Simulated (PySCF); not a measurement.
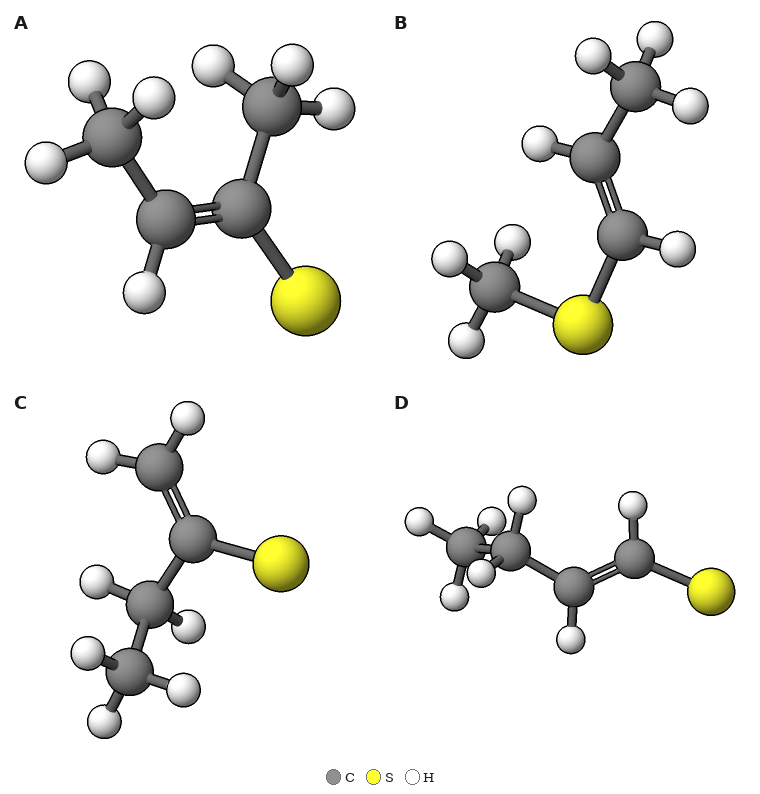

(Drawn from a calculation with PySCF.)

Question: Match each picture to its SMILES.
(1) C/C=C/SC
(2) C/C=C(\C)[S-]
(3) CC/C=C/[S-]
(4) C=C([S-])CC

Answer: A is (2), B is (1), C is (4), D is (3).
